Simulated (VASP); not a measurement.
Band structure of Se (trig). All values below come from LDA (Ceperley-Alder, Perdew-Zunger) with spin-orbit coupling, VASP's LDA PAW potentials (set 64) (plane waves; VASP).

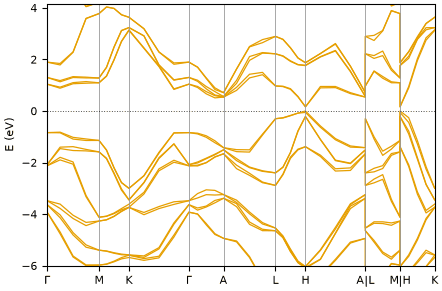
Bands along high-symmetry lines, zero at the valence-band maximum or, without a gap, the Fermi level

Read the plot: is there a gap, and where are the band edges?

The gap is direct, 0.16 eV, from the valence maximum at H to the conduction minimum at H.

The compound is Se in the trig structure. It was relaxed first, which changed the volume by -15 %.
